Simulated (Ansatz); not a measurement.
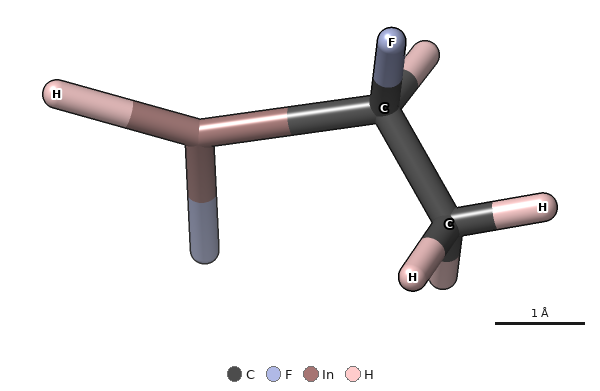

Fig. 1: The structure as given in the input (stick view, seen at a tilt). Sticks mark near contacts.

Run report: C2H5F2In, molecular dynamics (part 1 of 2)

The run: molecular dynamics of C2H5F2In. Method and program: RKS PBE-d3bj/def2-SVP (Ansatz 0.2.0).

The geometry comes from this level: PBE0-D4/def2-TZVP.

**Output**
```
Functional definition: PBE
  name "PBE"
  cite "Perdew, Burke & Ernzerhof, Phys. Rev. Lett. 77, 3865 (1996) doi:10.1103/PhysRevLett.77.3865"
  parent pbe
  parameter kappa = 0.804
  parameter beta = 0.06672455060314922
  exchange = pbe_x(kappa = kappa, mu = beta*pi^2/3)
  correlation = pbe_c(beta = beta)
1218 factors; their error is unknown
mean field evaluation 1: about -12738.5788 eV, gradient 6.8e1 eV
mean field evaluation 2: about -12656.4939 eV, gradient 2.0e2 eV
mean field evaluation 4: about -12748.6121 eV, gradient 1.4e1 eV
mean field evaluation 8: about -12749.0408 eV, gradient 3.2e-1 eV
mean field evaluation 16: about -12748.9947 eV, gradient 9.8e-5 eV
mean field -12748.99472700 eV, -468.5169146382 hartree, gradient 2.5e-5 eV, S^2 0.000000; 0 other end points of the search recorded, 0 dependent functions left out
the calculation of the forces begins
reference -12748.99477627 eV, -468.5169164488 hartree; 28, 28 occupied and 79, 79 virtual orbitals, 1218 factors
md step     0: t =     0.00 fs  T =   630.0 K  F+E_penalty+E_count = -12749.17026324 eV  E_kin = 0.814338 eV  (28 SCF iters)
these checks for a lower state are left out or cut short: starts, cluster_reference, orbital_swaps, neighbouring_geometries, increment
1218 factors; their error is unknown
mean field -12748.98296715 eV, -468.5164824717 hartree, gradient 2.1e-5 eV, S^2 0.000000; 0 other end points of the search recorded, 0 dependent functions left out
the calculation of the forces begins
reference -12748.98301645 eV, -468.5164842835 hartree; 28, 28 occupied and 79, 79 virtual orbitals, 1218 factors
md step     1: t =     0.50 fs  T =   652.2 K  F+E_penalty+E_count = -12749.15853494 eV  E_kin = 0.843038 eV  (31 SCF iters)
[... from here on the SCF iterations and repeated set-up lines of each step are left out, up to the last step ...]
md step     2: t =     1.00 fs  T =   623.7 K  F+E_penalty+E_count = -12749.12710793 eV  E_kin = 0.806167 eV  (31 SCF iters)
md step     3: t =     1.50 fs  T =   577.6 K  F+E_penalty+E_count = -12749.08554901 eV  E_kin = 0.746576 eV  (31 SCF iters)
md step     4: t =     2.00 fs  T =   533.0 K  F+E_penalty+E_count = -12749.04293220 eV  E_kin = 0.688901 eV  (32 SCF iters)
md step     5: t =     2.50 fs  T =   501.8 K  F+E_penalty+E_count = -12749.00050709 eV  E_kin = 0.648572 eV  (31 SCF iters)
md step     6: t =     3.00 fs  T =   478.6 K  F+E_penalty+E_count = -12748.95362683 eV  E_kin = 0.618617 eV  (32 SCF iters)
md step     7: t =     3.50 fs  T =   433.7 K  F+E_penalty+E_count = -12748.90073698 eV  E_kin = 0.560572 eV  (32 SCF iters)
md step     8: t =     4.00 fs  T =   404.1 K  F+E_penalty+E_count = -12748.84441153 eV  E_kin = 0.522359 eV  (31 SCF iters)
md step     9: t =     4.50 fs  T =   384.7 K  F+E_penalty+E_count = -12748.78721322 eV  E_kin = 0.497328 eV  (33 SCF iters)
md step    10: t =     5.00 fs  T =   326.6 K  F+E_penalty+E_count = -12748.73167906 eV  E_kin = 0.422138 eV  (33 SCF iters)
md step    11: t =     5.50 fs  T =   272.4 K  F+E_penalty+E_count = -12748.68382961 eV  E_kin = 0.352097 eV  (33 SCF iters)
md step    12: t =     6.00 fs  T =   235.6 K  F+E_penalty+E_count = -12748.64250532 eV  E_kin = 0.304532 eV  (33 SCF iters)
md step    13: t =     6.50 fs  T =   214.5 K  F+E_penalty+E_count = -12748.60836339 eV  E_kin = 0.277300 eV  (33 SCF iters)
md step    14: t =     7.00 fs  T =   195.6 K  F+E_penalty+E_count = -12748.58061869 eV  E_kin = 0.252792 eV  (33 SCF iters)
md step    15: t =     7.50 fs  T =   156.8 K  F+E_penalty+E_count = -12748.56145143 eV  E_kin = 0.202700 eV  (33 SCF iters)
md step    16: t =     8.00 fs  T =   161.8 K  F+E_penalty+E_count = -12748.55764236 eV  E_kin = 0.209186 eV  (33 SCF iters)
md step    17: t =     8.50 fs  T =   184.4 K  F+E_penalty+E_count = -12748.56546476 eV  E_kin = 0.238416 eV  (30 SCF iters)
md step    18: t =     9.00 fs  T =   208.4 K  F+E_penalty+E_count = -12748.58234840 eV  E_kin = 0.269437 eV  (33 SCF iters)
md step    19: t =     9.50 fs  T =   247.5 K  F+E_penalty+E_count = -12748.61031632 eV  E_kin = 0.319923 eV  (33 SCF iters)
md step    20: t =    10.00 fs  T =   297.5 K  F+E_penalty+E_count = -12748.65452396 eV  E_kin = 0.384559 eV  (32 SCF iters)
md step    21: t =    10.50 fs  T =   306.3 K  F+E_penalty+E_count = -12748.70725820 eV  E_kin = 0.395974 eV  (33 SCF iters)
md step    22: t =    11.00 fs  T =   319.6 K  F+E_penalty+E_count = -12748.76016144 eV  E_kin = 0.413071 eV  (32 SCF iters)
md step    23: t =    11.50 fs  T =   353.3 K  F+E_penalty+E_count = -12748.81070866 eV  E_kin = 0.456739 eV  (32 SCF iters)
md step    24: t =    12.00 fs  T =   371.8 K  F+E_penalty+E_count = -12748.85483895 eV  E_kin = 0.480542 eV  (32 SCF iters)
md step    25: t =    12.50 fs  T =   396.4 K  F+E_penalty+E_count = -12748.88877182 eV  E_kin = 0.512336 eV  (32 SCF iters)
md step    26: t =    13.00 fs  T =   441.3 K  F+E_penalty+E_count = -12748.90963197 eV  E_kin = 0.570475 eV  (32 SCF iters)
md step    27: t =    13.50 fs  T =   432.5 K  F+E_penalty+E_count = -12748.91682919 eV  E_kin = 0.559092 eV  (32 SCF iters)
md step    28: t =    14.00 fs  T =   428.9 K  F+E_penalty+E_count = -12748.91148202 eV  E_kin = 0.554424 eV  (32 SCF iters)
md step    29: t =    14.50 fs  T =   422.7 K  F+E_penalty+E_count = -12748.90344116 eV  E_kin = 0.546437 eV  (32 SCF iters)
these checks for a lower state are left out or cut short: starts, cluster_reference, orbital_swaps, neighbouring_geometries, increment
1218 factors; their error is unknown
mean field -12748.72029871 eV, -468.5068295846 hartree, gradient 2.3e-5 eV, S^2 0.000000; 0 other end points of the search recorded, 0 dependent functions left out
the calculation of the forces begins
reference -12748.72034758 eV, -468.5068313806 hartree; 28, 28 occupied and 79, 79 virtual orbitals, 1218 factors
1218 factors; their error is unknown
mean field evaluation 256: about -12748.5998 eV, gradient 7.5e0 eV
mean field -12748.72029871 eV, -468.5068295846 hartree, gradient 2.6e-5 eV, S^2 0.000000; 1 other end points of the search recorded, 0 dependent functions left out
the calculation of the forces begins
reference -12748.72034758 eV, -468.5068313806 hartree; 28, 28 occupied and 79, 79 virtual orbitals, 1218 factors
md step    30: t =    15.00 fs  T =   426.4 K  F+E_penalty+E_count = -12748.89478106 eV  E_kin = 0.551139 eV  (29 SCF iters)
```

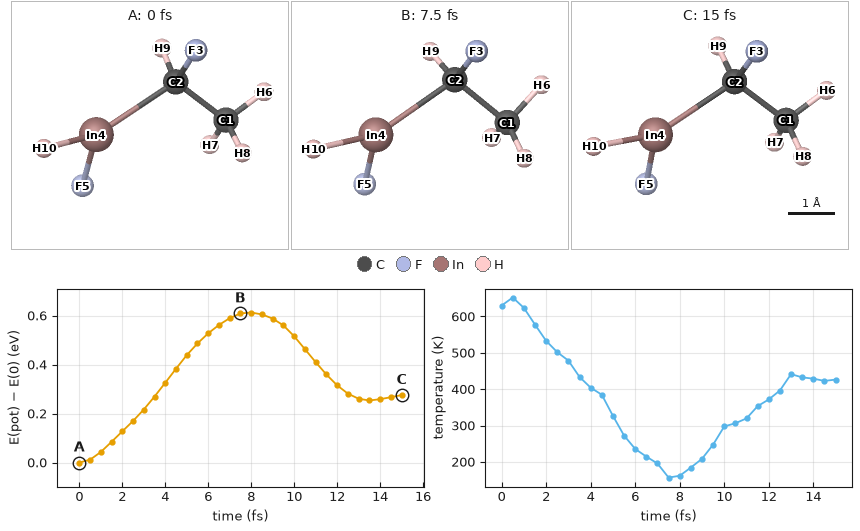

Fig. 2: Frames of the molecular dynamics (ball-and-stick, seen at a tilt) above the curves, on which the letters mark them. The trajectory kept here has 31 frames over 15 fs. The temperature starts at 630 K, ranges from 157 to 652 K and averages 322 K over the second half. The potential energy ends 0.275 eV above its first value. After an unweighted best fit of the last frame on the first, the root-mean-square displacement is 0.12 Å.

```
Total energy: -12748.89482994 eV, -468.5132434889 hartree
Atom 0 at    -0.942580    -0.951068     0.075830 Å, force    -0.531949    -0.058073    -0.300366 eV/Å
Atom 1 at     0.458664    -0.441713     0.456528 Å, force     0.366937    -1.199598    -0.738837 eV/Å
Atom 2 at     0.542273    -0.450092     1.841782 Å, force     0.300064    -0.119825     0.221315 eV/Å
Atom 3 at     0.873098     1.552117    -0.325127 Å, force     0.454006    -0.435717     0.992874 eV/Å
Atom 4 at     0.303461     1.347001    -2.159889 Å, force    -0.572420    -0.140876    -1.603745 eV/Å
Atom 5 at    -1.116422    -1.909196     0.633631 Å, force     0.145040     0.086962    -0.378559 eV/Å
Atom 6 at    -1.070856    -1.127106    -1.052142 Å, force     0.182071     0.274111     1.194020 eV/Å
Atom 7 at    -1.784587    -0.281132     0.458862 Å, force     0.814639    -0.291290    -0.493144 eV/Å
Atom 8 at     1.301384    -1.161807    -0.007134 Å, force    -1.412156     1.180847     0.867043 eV/Å
Atom 9 at     1.646683     3.029505    -0.243181 Å, force     0.253766     0.703459     0.239399 eV/Å
Dipole moment:     0.040358    -0.050720     0.325931 e Å
```

**Trajectory as extended XYZ (Å, eV, eV/Å), 21 of the 31 frames kept, from step=0 to step=30**
```
10
Properties=species:S:1:pos:R:3:forces:R:3 step=0 time_fs=0.0 energy=-12749.17026 temperature=630.0
C    -0.9452   -0.9237    0.0760    0.2600   0.1198  -0.0356
C     0.4196   -0.4325    0.4851   -0.2450  -0.0185   0.4317
F     0.5262   -0.4276    1.8759    0.0332   0.0590   0.2791
In    0.8651    1.5412   -0.3101    0.1097   0.0410   0.2997
F     0.3761    1.4210   -2.2193   -0.1470  -0.0042  -0.5871
H    -1.1109   -1.9421    0.4409   -0.0928  -0.5065   0.1876
H    -1.0222   -0.9264   -1.0141   -0.0723  -0.0031  -0.5475
H    -1.7412   -0.2897    0.4723   -0.4095   0.3170   0.1990
H     1.1909   -1.1152    0.1130    0.4492  -0.3170  -0.3061
H     1.4416    3.0950    0.0803    0.1145   0.3125   0.0792
10
Properties=species:S:1:pos:R:3:forces:R:3 step=2 time_fs=1.0 energy=-12749.12711 temperature=623.7
C    -0.9550   -0.9236    0.0803    0.8929   1.1518  -1.0751
C     0.4282   -0.4392    0.4821   -0.2810   0.1377   0.3266
F     0.5251   -0.4291    1.8748    0.1524  -0.0513   0.1514
In    0.8651    1.5424   -0.3108    0.2020   0.1801   0.5186
F     0.3739    1.4160   -2.2097   -0.2043  -0.0241  -0.7951
H    -1.0733   -1.9167    0.4345   -0.4254  -1.6395   0.6838
H    -0.9919   -0.9631   -1.0310   -0.1908   0.1226   0.0871
H    -1.7613   -0.2816    0.4646   -0.1520   0.1150   0.0563
H     1.2349   -1.0900    0.0818   -0.0600  -0.1881  -0.0183
H     1.4636    3.1078    0.0492    0.0662   0.1957   0.0647
10
Properties=species:S:1:pos:R:3:forces:R:3 step=3 time_fs=1.5 energy=-12749.08555 temperature=577.6
C    -0.9599   -0.9230    0.0817    1.1082   1.3809  -1.4422
C     0.4329   -0.4421    0.4810   -0.2764   0.1806   0.2280
F     0.5247   -0.4301    1.8744    0.2150  -0.1084   0.0846
In    0.8652    1.5429   -0.3111    0.2549   0.2672   0.6210
F     0.3729    1.4136   -2.2052   -0.2321  -0.0350  -0.8937
H    -1.0564   -1.9123    0.4339   -0.5264  -1.8840   0.8179
H    -0.9792   -0.9818   -1.0398   -0.2547   0.2004   0.3954
H    -1.7725   -0.2767    0.4624    0.0145  -0.0233  -0.0284
H     1.2565   -1.0784    0.0633   -0.3394  -0.1035   0.1597
H     1.4755    3.1152    0.0325    0.0365   0.1252   0.0575
10
Properties=species:S:1:pos:R:3:forces:R:3 step=4 time_fs=2.0 energy=-12749.04293 temperature=533.0
C    -0.9645   -0.9218    0.0829    1.2502   1.3270  -1.6285
C     0.4376   -0.4448    0.4799   -0.2647   0.2224   0.1285
F     0.5245   -0.4310    1.8740    0.2764  -0.1622   0.0172
In    0.8654    1.5433   -0.3116    0.3096   0.3552   0.7199
F     0.3717    1.4114   -2.2009   -0.2602  -0.0463  -0.9898
H    -1.0411   -1.9140    0.4357   -0.5902  -1.8223   0.8368
H    -0.9685   -0.9981   -1.0467   -0.3173   0.2703   0.6334
H    -1.7850   -0.2716    0.4602    0.2029  -0.1750  -0.1089
H     1.2774   -1.0676    0.0448   -0.6127  -0.0240   0.3395
H     1.4877    3.1224    0.0158    0.0061   0.0547   0.0520
10
Properties=species:S:1:pos:R:3:forces:R:3 step=6 time_fs=3.0 energy=-12748.95363 temperature=478.6
C    -0.9736   -0.9186    0.0854    1.4720   0.5338  -1.5923
C     0.4463   -0.4503    0.4773   -0.3135   0.3676   0.0047
F     0.5235   -0.4325    1.8733    0.3997  -0.2559  -0.1142
In    0.8656    1.5442   -0.3127    0.4252   0.5185   0.9090
F     0.3689    1.4078   -2.1927   -0.3191  -0.0695  -1.1799
H    -1.0126   -1.9332    0.4465   -0.6805  -0.9971   0.6023
H    -0.9494   -1.0235   -1.0528   -0.4447   0.3657   0.8985
H    -1.8120   -0.2632    0.4541    0.5609  -0.4470  -0.2208
H     1.3126   -1.0478    0.0108   -1.0450   0.0608   0.6450
H     1.5143    3.1348   -0.0176   -0.0549  -0.0770   0.0478
10
Properties=species:S:1:pos:R:3:forces:R:3 step=8 time_fs=4.0 energy=-12748.84441 temperature=404.1
C    -0.9816   -0.9157    0.0865    1.7548  -0.5426  -1.1587
C     0.4550   -0.4571    0.4749   -0.5267   0.6265  -0.0518
F     0.5223   -0.4323    1.8720    0.5158  -0.3423  -0.2004
In    0.8657    1.5446   -0.3136    0.5286   0.6357   1.0782
F     0.3653    1.4045   -2.1848   -0.3796  -0.0935  -1.3640
H    -0.9895   -1.9607    0.4638   -0.7769   0.0725   0.2591
H    -0.9336   -1.0472   -1.0467   -0.5640   0.4242   0.8290
H    -1.8331   -0.2581    0.4492    0.8036  -0.6176  -0.2864
H     1.3378   -1.0265   -0.0165   -1.2538   0.0030   0.8385
H     1.5385    3.1428   -0.0513   -0.1017  -0.1659   0.0564
10
Properties=species:S:1:pos:R:3:forces:R:3 step=9 time_fs=4.5 energy=-12748.78721 temperature=384.7
C    -0.9847   -0.9144    0.0862    1.9088  -0.9844  -0.8421
C     0.4596   -0.4602    0.4737   -0.7164   0.7905  -0.0438
F     0.5219   -0.4322    1.8709    0.5696  -0.3800  -0.2270
In    0.8659    1.5449   -0.3142    0.5806   0.6860   1.1655
F     0.3633    1.4023   -2.1807   -0.4125  -0.1060  -1.4620
H    -0.9792   -1.9731    0.4717   -0.8268   0.4972   0.1222
H    -0.9280   -1.0583   -1.0387   -0.6075   0.4367   0.6475
H    -1.8413   -0.2581    0.4470    0.8791  -0.6588  -0.3020
H     1.3453   -1.0144   -0.0271   -1.2530  -0.0823   0.8788
H     1.5506    3.1454   -0.0680   -0.1219  -0.1989   0.0629
10
Properties=species:S:1:pos:R:3:forces:R:3 step=10 time_fs=5.0 energy=-12748.73168 temperature=326.6
C    -0.9872   -0.9135    0.0855    2.0583  -1.3406  -0.5161
C     0.4642   -0.4630    0.4727   -0.9518   0.9751  -0.0241
F     0.5216   -0.4322    1.8697    0.6211  -0.4153  -0.2388
In    0.8660    1.5452   -0.3148    0.6304   0.7369   1.2468
F     0.3612    1.3998   -2.1767   -0.4441  -0.1183  -1.5539
H    -0.9688   -1.9838    0.4786   -0.8792   0.8323   0.0141
H    -0.9247   -1.0682   -1.0295   -0.6316   0.4347   0.4158
H    -1.8480   -0.2596    0.4439    0.9248  -0.6751  -0.2990
H     1.3494   -1.0014   -0.0361   -1.1863  -0.1996   0.8861
H     1.5622    3.1478   -0.0838   -0.1416  -0.2301   0.0691
```
